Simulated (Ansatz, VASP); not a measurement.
# CdTe in two plane-wave programs

Wanted: the spread between two codes on one cell, functional and k mesh.

Calculated with Ansatz 0.2.0; plane waves, with VASP 6.6.1 beside it; G0W0 gap at PBE.

**1. Set-up**

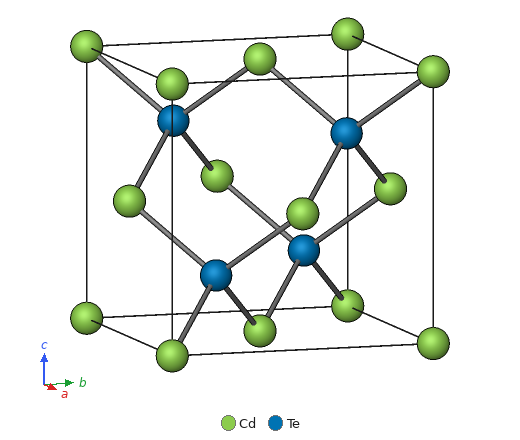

Start, viewed slightly off an axis; cadmium green, tellurium blue. This picture shows the conventional cell, with its axes. Bonds to atoms that aren't drawn are left out. Some periodic images of atoms are drawn too.

**2. Ansatz: G0W0 gap, PBE**

Ansatz runs on its default PAW (the set named soft_2) files.

Quasiparticle shifts depend on high empty states and on the cores, so they are the hardest test of two PAW sets.

input.yaml reads:

```yaml
crystal:
  lattice:
    - [0.0, 3.24, 3.24]
    - [3.24, 0.0, 3.24]
    - [3.24, 3.24, 0.0]
  atoms:
    - { symbol: Cd, position: [0.0, 0.0, 0.0] }
    - { symbol: Te, position: [0.25, 0.25, 0.25] }
hamiltonian:
  xc: pbe
  pseudopotentials: { kind: paw }
kpoints:
  mp_grid: { grid: [8, 8, 8] }
scf:
  occupations: { method: fixed }
gw:
  n_empty_bands: 151
  ecut_chi: 100.0
  qp_bands: [v2, c2]
  qp_kpoints: band_edges
  screening: { model: contour_deformation }
```

Launch:

```sh
> ansatz run input.yaml --threads 4 --pin off --max-ram 9216MiB --backend cpu --events-out ev --progress --plain --runs-dir out
```

Numbers of over 12 decimals in the logs are rounded to 6 here.

Log:

```text
Engine: ansatz 0.2.0, aarch64-unknown-linux-gnu
Pseudopotentials: kind: paw
Pseudopotential: Cd, paw, valence charge 20, recommended cutoff 420 eV (normal), Cd.paw.azcp
Pseudopotential: Te, paw, valence charge 16, recommended cutoff 420 eV (normal), Te.paw.azcp
Functional definition: PBE
  parameter kappa = 0.804
  parameter beta = 0.066725
  exchange = pbe_x(kappa = kappa, mu = beta*pi^2/3)
  correlation = pbe_c(beta = beta)
Crystal: 2 atoms, lattice volume = 68.024 Å³
Basis set: ecut = 420 eV, 1363 PW (Γ)
Bands: 22, of which v1, the nominal top of the filled ones, is band 18 counted from 1 (17 counted from 0)
Symmetry: 24 space group operations
Space group: F-43m (ITA 216), of the structure as read, at distance tolerance 4.1e-5 Å
k-points: 29 of 512 (time reversal used)
Non-local potential: Cd, projectors of the file, l = 0: 3, l = 1: 2, l = 2: 2, l = 3: 1
Non-local potential: Te, projectors of the file, l = 0: 2, l = 1: 2, l = 2: 2, l = 3: 2
PAW form: soft (Blöchl's): semilocal exchange-correlation on the pseudo side does not see the compensation charge
PAW one-centre angular grid: Cd, 590 points (default); XC on 64 Gauss nodes
PAW one-centre angular grid: Te, 590 points (default); XC on 64 Gauss nodes
Initial density: superposition of atomic densities (neutral atoms: chi_scale 0, normalization atom), corrected by the library's trained network
Initial wavefunctions: pseudopotential atomic-orbital guess
Functional: x = pbe(κ = 0.804, μ = 0.219515), c = pbe(β = 0.066725)
SCF iter   1: F=—  HF=-15235.305506 eV  |F-HF|=—  |Δ(HF+E_count)|=         —  Δρ=1.45e-3  dr2=3.55e-3  ethr=1.77e-3  ⟨swp⟩=4.8  Hψ=2472  notcnv=0  defer=54
preconditioner: auto → none  [insulator: Δε(μ)=0.753 eV  Ē_g=11.418 eV  n_scr=14 (ndim 8)  ℏωp=19.1 eV  f_vac=0.191  ε∞_Penn≈3.8]
SCF iter   2: F=—  HF=-15235.304757 eV  |F-HF|=—  |Δ(HF+E_count)|=   7.49e-4  Δρ=5.55e-4  dr2=2.18e-4  ethr=9.86e-6  ⟨swp⟩=3.0  Hψ=1257  notcnv=0  defer=53
SCF iter   3: F=—  HF=-15235.304800 eV  |F-HF|=—  |Δ(HF+E_count)|=   4.36e-5  Δρ=2.12e-4  dr2=3.24e-5  ethr=6.07e-7  ⟨swp⟩=2.9  Hψ=1203  notcnv=0  defer=53
SCF iter   4: F=—  HF=-15235.304832 eV  |F-HF|=—  |Δ(HF+E_count)|=   3.17e-5  Δρ=7.88e-5  dr2=5.19e-6  ethr=9.01e-8  ⟨swp⟩=2.0  Hψ=925  notcnv=0  defer=43
SCF iter   5: F=—  HF=-15235.304844 eV  |F-HF|=—  |Δ(HF+E_count)|=   1.14e-5  Δρ=2.02e-5  dr2=2.41e-7  ethr=1.44e-8  ⟨swp⟩=2.0  Hψ=902  notcnv=0  defer=51
SCF iter   6: F=-15235.304845 eV  HF=-15235.304845 eV  |F-HF|=1.15e-8  |Δ(HF+E_count)|=   1.05e-6  Δρ=2.46e-6  dr2=3.32e-9  ethr=2.78e-10  ⟨swp⟩=6.5  Hψ=2557  notcnv=0
SCF 1 converged in 6 iterations: F = -15235.304845 eV  dr2 = 3.32e-9
  greatest PAW one-centre occupation: 1.000 electrons in one spin orbital (limit 2), on the Cd atom at site 0 (counted from 0), in its partial waves of l = 0
NSCF: frozen V_eff on 29 k-points
G₀W₀ screening: q 1/29
G₀W₀ screening: q 2/29 (q-point 23)
G₀W₀ screening: q 3/29 (q-point 26)
G₀W₀ screening: q 4/29 (q-point 7)
G₀W₀ screening: q 5/29 (q-point 8)
G₀W₀ screening: q 6/29 (q-point 9)
G₀W₀ screening: q 7/29 (q-point 10)
G₀W₀ screening: q 8/29 (q-point 11)
G₀W₀ screening: q 9/29 (q-point 14)
G₀W₀ screening: q 10/29 (q-point 15)
G₀W₀ screening: q 11/29 (q-point 16)
G₀W₀ screening: q 12/29 (q-point 19)
G₀W₀ screening: q 13/29 (q-point 22)
G₀W₀ screening: q 14/29 (q-point 24)
G₀W₀ screening: q 15/29 (q-point 25)
G₀W₀ screening: q 16/29 (q-point 27)
G₀W₀ screening: q 17/29 (q-point 12)
G₀W₀ screening: q 18/29 (q-point 17)
G₀W₀ screening: q 19/29 (q-point 20)
G₀W₀ screening: q 20/29 (q-point 28)
G₀W₀ screening: q 21/29 (q-point 2)
G₀W₀ screening: q 22/29 (q-point 3)
G₀W₀ screening: q 23/29 (q-point 4)
G₀W₀ screening: q 24/29 (q-point 6)
G₀W₀ screening: q 25/29 (q-point 13)
G₀W₀ screening: q 26/29 (q-point 18)
G₀W₀ screening: q 27/29 (q-point 29)
G₀W₀ screening: q 28/29 (q-point 5)
G₀W₀ screening: q 29/29 (q-point 21)
G₀W₀ self-energy: k 1/14
G₀W₀ self-energy: k 2/14
G₀W₀ self-energy: k 3/14
G₀W₀ self-energy: k 4/14
G₀W₀ self-energy: k 5/14
G₀W₀ self-energy: k 6/14
G₀W₀ self-energy: k 7/14
G₀W₀ self-energy: k 8/14
G₀W₀ self-energy: k 9/14
G₀W₀ self-energy: k 10/14
G₀W₀ self-energy: k 11/14
G₀W₀ self-energy: k 12/14
G₀W₀ self-energy: k 13/14
G₀W₀ self-energy: k 14/14
SCF converged after 6 iterations
Free energy (F): -15235.304845 eV
Harris-Foulkes:  -15235.304845 eV  (|F-HF|=1.15e-8)
Internal energy: -15235.304845 eV  (E = F + TS)
E sigma→0 (E₀):  -15235.304845 eV
Fermi energy:    7.466980 eV
--- Per-component energies (eV) ---
  E_band       = -789.649139
  E_kinetic    = 685.778820
  E_local      = -5418.319586  (includes V_loc(G=0)·N_el)
  E_nonlocal   = -276.783765
  E_hartree    = 2733.084254
  E_xc         = -301.190035
  E_vxc        = -325.998734  (∫ρ·V_xc dr)
  E_paw        = -8745.850097  (= ΣΔE_a)
  E_vpaw       = -920.496547  (= ΣTr[D̂ρ^β])
  E_aug_tail   = -0.000149  (compensation charges beyond the density's cutoff)
  E_ewald      = -3912.024287
  E_smearing   = -0.000000  (= −TS)
  E_closure    = 0.000000  (closes the sum)
  Σ components = -15235.304845   (vs F -15235.304845, Δ=0.00e0)
--- Band table (eV; the first three rows and the last of 29) ---
  k-point 0: bands = [... 14 lower, -0.5493, 7.4670, 7.4670, 7.4670, 8.2409, 12.0864, 12.0864, 12.0864]
  k-point 1: bands = [... 14 lower, -0.5502, 6.2475, 7.3299, 7.3299, 9.1175, 12.0657, 12.2980, 12.2980]
  k-point 2: bands = [... 14 lower, -0.5498, 4.7466, 7.0393, 7.0393, 9.4622, 12.6368, 12.6368, 12.8340]
  k-point 28: bands = [... 14 lower, 0.0228, 3.2883, 5.1483, 5.2742, 11.7264, 12.1561, 13.0390, 13.7847]
--- G₀W₀: contour deformation, 7 samples at zero and on the imaginary axis and 3 off it, 512 q-points, 151 empty bands' worth ---
  eigenvalues of the whole cell's RPA ε∞ on this k-mesh (on a slab, of 1 + 4πα/V) = 9.8574, 9.8574, 9.8574; static W/v taken at q = 0 is 0.101446
  bands read: the sum over 169 bands ends inside a degenerate multiplet in 4 slots, whose members it reads at an even weight; the widest, k=0: bands 169 to 170 (counted from 1) at 1/2 each
  gw.qp_kpoints: band_edges: 14 of 29 stored k-points solved, in 1 pass; an edge of the gap read off the rows below is read off those points alone
    valence top: of the k-points left out ik 6 came nearest to being solved in a further pass, in band 18 (counted from 1, as in the quasiparticle table): it holds the edge there only if its correction is more favourable than any solved in that band by at least 0.675 eV; those differ by 0.148 eV
    conduction bottom: of the k-points left out ik 9 came nearest to being solved in a further pass, in band 19 (counted from 1, as in the quasiparticle table): it holds the edge there only if its correction is more favourable than any solved in that band by at least 1.504 eV; those differ by 0.411 eV
    ik  band        ε_KS         Σx   Σc(E_QP)       V_xc       Z   E_QP_lin       E_QP  E_QP is
     0    17      7.4670   -17.6869     1.2950   -15.8915  0.7580     6.9541     6.9667  root
     0    18      7.4670   -17.6869     1.2950   -15.8915  0.7580     6.9541     6.9667  root
     0    19      8.2409    -9.7655    -3.3440   -13.3048  0.7851     8.4372     8.4362  root
     0    20     12.0864    -6.6871    -3.9972   -10.8523  0.7609    12.2554    12.2544  root
     1    17      7.3299   -17.4908     1.3421   -15.6341  0.7567     6.8014     6.8153  root
     1    18      7.3299   -17.4908     1.3421   -15.6341  0.7567     6.8014     6.8153  root
     1    19      9.1175   -10.2505    -3.2453   -13.6686  0.7766     9.2912     9.2904  root
     1    20     12.0657    -6.8445    -3.9731   -10.9514  0.7611    12.2002    12.1995  root
     2    17      7.0393   -17.1384     1.4485   -15.1472  0.7536     6.4797     6.4965  root
     2    18      7.0393   -17.1384     1.4485   -15.1472  0.7536     6.4797     6.4965  root
     2    19      9.4622    -8.9079    -3.5851   -12.6990  0.7767     9.6697     9.6683  root
     2    20     12.6368    -6.7778    -4.1604   -11.1171  0.7522    12.8171    12.8157  root
     3    17      6.7885   -16.8695     1.5398   -14.7649  0.7508     6.2042     6.2238  root
     3    18      6.7885   -16.8695     1.5398   -14.7649  0.7508     6.2042     6.2238  root
     3    19      9.3592    -8.5708    -3.5816   -12.3462  0.7787     9.5541     9.5529  root
     3    20     12.7078    -6.6105    -4.1238   -10.8890  0.7522    12.8634    12.8624  root
     4    17      6.6932   -16.7708     1.5742   -14.6239  0.7496     6.0999     6.1205  root
     4    18      6.6932   -16.7708     1.5742   -14.6239  0.7496     6.0999     6.1205  root
     4    19      9.2927    -8.5573    -3.5622   -12.3083  0.7794     9.4826     9.4815  root
     4    20     12.6773    -6.5455    -4.0871   -10.7753  0.7532    12.8209    12.8200  root
     5    17      7.0933   -17.1339     1.4105   -15.1878  0.7543     6.5417     6.5577  root
     5    18      7.0933   -17.1339     1.4105   -15.1878  0.7543     6.5417     6.5577  root
     5    19      9.5123   -10.7489    -3.2789   -14.2198  0.7720     9.7055     9.7043  root
     5    20     11.4795    -6.2885    -3.8410   -10.2304  0.7703    11.5808    11.5805  root
[...]
20    17      5.6056   -15.6052     1.9687   -12.9993  0.7320     4.9338     4.9684  root
    20    18      5.6056   -15.6052     1.9687   -12.9993  0.7320     4.9338     4.9684  root
    20    19     10.0840    -5.9965    -3.4361    -9.3849  0.7854    10.0362    10.0361  root
    20    20     10.1496    -8.1878    -3.6086   -11.9498  0.7734    10.3038    10.3030  root
    28    17      5.1483   -15.8158     2.2474   -12.9151  0.7203     4.4530     4.4950  root
    28    18      5.2742   -14.7938     2.0286   -12.1171  0.7250     4.5862     4.6260  root
    28    19     11.7264    -9.5057    -4.3773   -14.2458  0.7386    12.0964    12.0891  root
    28    20     12.1561    -6.7445    -3.8125   -10.5745  0.7591    12.1736    12.1736  root
```

Elapsed: 7.3 min, on 4 threads of Arm Neoverse V1, shared host; peak memory 0.71 GiB.

The column dr2 measures how far the density is from self-consistency, as an energy; F and HF (Harris–Foulkes) agree once it is small.

[end of part 1 of 2]

[Lines on the potential files, build, host, timing and source positions are cut from VASP's logs without a mark.]

[Logs are printed without paths, hosts, clocks, repeated set-up lines and the standing remarks that a program may print on its own settings, such as how far it seeks lower states.]

[Hosts, paths, dates, database ids (printed as entryN), source tags and the programs' standing remarks are cut or masked in the printed files.]
